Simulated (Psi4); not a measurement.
# [SiH3]− (SMILES [SiH3-]): CC3/cc-pVTZ

Aim: the vertical singlet–triplet gap of [SiH3]− at CC3/cc-pVTZ, from 2 runs. 

The calculation is run with Psi4 1.11.

1 further run of the same task is left out (set aside as unsound or not needed).

## Step 1: The structure to begin with

[SiH3]− has 4 atoms, charge -1, and is taken as a singlet. SMILES: `[SiH3-]`. Geometry: relaxed at PBE0-D4/def2-TZVPD.

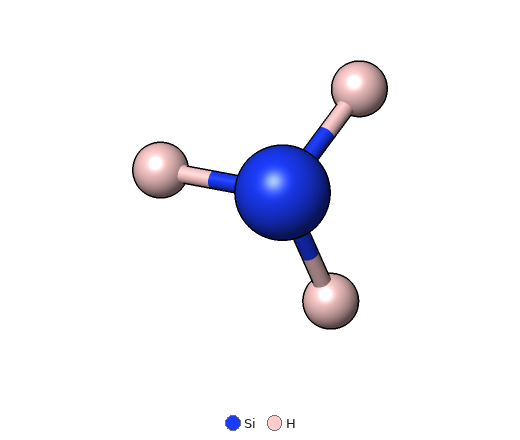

The structure, seen from a chosen angle (silicon blue, hydrogen pink).

## Step 2: A single-point energy at CC3/cc-pVTZ

File h3si.xyz:

```xyz
4
H3Si
Si     0.539700    -0.050700    -0.300900
H      0.426600     0.622300     1.085900
H     -0.298500    -1.283700     0.106800
H     -0.667800     0.712200    -0.891800
```

File run.py:

```python
import numpy as np
from ase.calculators.psi4 import Psi4
from ase.io import read

a = read('h3si.xyz')
calc = Psi4(atoms=a, method='cc3', basis='cc-pVTZ', memory='1600MB', num_threads=1, charge=-1, multiplicity=1, label='h3si')
calc.psi4.set_options({'puream': True, 'e_convergence': 1e-09, 'd_convergence': 1e-08, 'scf_type': 'pk', 'num_frozen_docc': 5})
a.calc = calc

print(f'energy: {a.get_potential_energy():.6f} eV')
```

Started as:

```console
python run.py
```

h3si.dat (excerpt; [...] marks lines left out):

```text
[...]
  Running in c1 symmetry.
[...]
  Nuclear repulsion =   15.080983681715599
[...]
  Multiplicity = 1
[...]
  Nalpha       = 9
  Nbeta        = 9
[...]
    Number of basis functions: 76
[...]
   @RHF iter   1:  -290.59278750903633   -5.23689e-01   3.04012e-03 DIIS/ADIIS
[...]
   @RHF iter   9:  -290.64124434198459   -9.32232e-12   6.37789e-09 DIIS
[...]
    Orbital Energies [Eh]
    ---------------------
    Doubly Occupied:
       1A    -68.508397     2A     -5.855694     3A     -3.960184
       4A     -3.960183     5A     -3.959452     6A     -0.446639
       7A     -0.210720     8A     -0.210702     9A     -0.060981
[...]
  @RHF Final Energy:  -290.64124434198459
   => Energetics <=
    Nuclear Repulsion Energy =             15.0809836817155993
    One-Electron Energy =                -437.0985502463527155
    Two-Electron Energy =                 131.3763222226525329
    Total Energy =                       -290.6412443419845886
[...]
 Multipole Moments:
 ------------------------------------------------------------------------------------
     Multipole            Electronic (a.u.)      Nuclear  (a.u.)        Total (a.u.)
 ------------------------------------------------------------------------------------
 L = 1.  Multiply by 2.5417464519 to convert [e a0] to [Debye]
 Dipole X            :          1.8841000           -1.8248965            0.0592035
 Dipole Y            :         -0.1770902            0.1715173           -0.0055729
 Dipole Z            :         -1.0502916            1.0174382           -0.0328534
 Magnitude           :                                                    0.0679372
[...]
      * MP2 total energy                      = -290.792282706624462
[...]
```

The script printed:

```text
energy: -7913.818582 eV
```

Wall time 19 s (1 thread of Intel Xeon 6975P-C (Granite Rapids), shared host); peak memory 0.52 GiB.

## Step 3: The triplet

File h3si.dat:

```
memory 1.6 GB

molecule {
  -1 3
  Si     1.01988519    -0.09580911    -0.56861859
  H      0.80615716     1.17597657     2.05205360
  H     -0.56408325    -2.42584143     0.20182275
  H     -1.26195911     1.34586295    -1.68525776
  units au
  symmetry c1
  no_reorient
  no_com
}

set globals {
  reference uhf
  puream true
  e_convergence 1e-09
  d_convergence 1e-08
  scf_type pk
  num_frozen_docc 5
  maxiter 200
}

E = energy('cc3/cc-pVTZ')
```

Started as:

```console
psi4 -i h3si.dat -o h3si.out -n 1
```

h3si.out (excerpt; [...] marks lines left out):

```text
[...]
  Running in c1 symmetry.
[...]
  Nuclear repulsion =   15.080983667835309
[...]
  Multiplicity = 3
[...]
  Nalpha       = 10
  Nbeta        = 8
[...]
    Number of basis functions: 76
[...]
   @UHF iter   1:  -290.46870376374210   -3.99606e-01   2.64748e-03 DIIS/ADIIS
[...]
   @UHF iter  49:  -290.51167368956789   -9.66338e-13   7.55539e-09 DIIS
[...]
   @S^2 Observed:                2.011280275E+00
[...]
    Orbital Energies [Eh]
    ---------------------
    Alpha Occupied:
       1A    -68.564977     2A     -5.907571     3A     -4.017768
       4A     -4.012947     5A     -4.011171     6A     -0.487689
       7A     -0.245510     8A     -0.233100     9A     -0.170326
      10A      0.085577
    Alpha Virtual:
      11A      0.318817    12A      0.358034    13A      0.505916
      14A      0.507966    15A      0.521539    16A      0.539417
      17A      0.547350    18A      0.548668    19A      0.599295
      20A      0.622233    21A      0.657951    22A      0.795122
      23A      0.868445    24A      0.877501    25A      1.115166
[...]
  @UHF Final Energy:  -290.51167368956789
   => Energetics <=
    Nuclear Repulsion Energy =             15.0809836678353086
    One-Electron Energy =                -436.3217646368153737
    Two-Electron Energy =                 130.7291072794121760
    Total Energy =                       -290.5116736895678855
  UHF NO Occupations:
  HONO-2 :    8  A 1.9961721
  HONO-1 :    9  A 1.0000000
[...]
 Multipole Moments:
 ------------------------------------------------------------------------------------
     Multipole            Electronic (a.u.)      Nuclear  (a.u.)        Total (a.u.)
 ------------------------------------------------------------------------------------
 L = 1.  Multiply by 2.5417464519 to convert [e a0] to [Debye]
 Dipole X            :        -13.9184670           13.2585075           -0.6599596
 Dipole Y            :          1.3646246           -1.2453295            0.1192952
 Dipole Z            :          7.6319633           -7.3920417            0.2399216
 Magnitude           :                                                    0.7122783
[...]
      * MP2 total energy                      = -290.641050028167740
[...]
```

Wall time 2.8 min (1 thread of Intel Xeon 6975P-C (Granite Rapids), shared host); peak memory 0.53 GiB.

## Step 4: Results

At CC3/cc-pVTZ, 5 core orbitals frozen:

```
                                                           quantity          value
                         singlet: ground-state or mean-field energy  -290.82747 Eh
                       singlet: HOMO energy (Hartree–Fock orbitals)       -1.66 eV
                       singlet: LUMO energy (Hartree–Fock orbitals)        9.51 eV
     singlet: HOMO–LUMO gap (to an unbound level, set by the basis)       11.17 eV
               singlet: correlation energy (5 core orbitals frozen)     -186.2 mEh
                                             singlet: T1 diagnostic          0.014
                         triplet: ground-state or mean-field energy  -290.67410 Eh
triplet: HOMO energy (Hartree–Fock orbitals) (highest over α and β)        2.33 eV
 triplet: LUMO energy (Hartree–Fock orbitals) (lowest over α and β)        6.67 eV
               triplet: correlation energy (5 core orbitals frozen)     -162.4 mEh
                         triplet: ⟨S²⟩ of the reference determinant          2.011
                                             triplet: T1 diagnostic          0.026
                   vertical energy of the triplet above the singlet       4.173 eV
```

In words: At this shape the triplet lies 4.17 eV (403 kJ/mol) above the singlet. For an anion a state so high probably lies above electron detachment. The HOMO (triplet) lies at positive energy, 2.33 eV: the electron is unbound at this level or held by a compact basis; values depend on the basis.
